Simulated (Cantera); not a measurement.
Feed: 1 mol Fe(CO)5, 0.45 mol H2, 7 mol CO, equilibrated at 4.60 mbar.

Equilibrium computed with Cantera from the NASA thermochemical tables; the gas is ideal and each condensed phase is pure. Candidate condensed phases: C, C6H6, C7H8, C8H18, Fe, Fe(CO)5, FeO, Fe(OH)2, Fe(OH)3, Fe2O3, Fe3O4, H2O; 114 gas species. Condensed phases not in the tables: cementite and carbon dissolved in iron. Rates play no part.

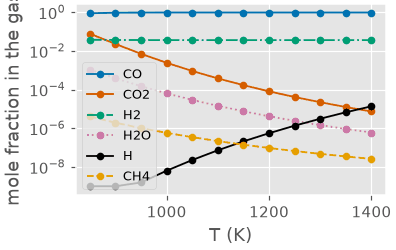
Equilibrium gas composition (values under 1e-9 drawn at 1e-9)

From 850 K to 1150 K the condensed part is C(graphite) + Fe(α). From 1200 K to 1400 K the condensed part is Fe(γ).
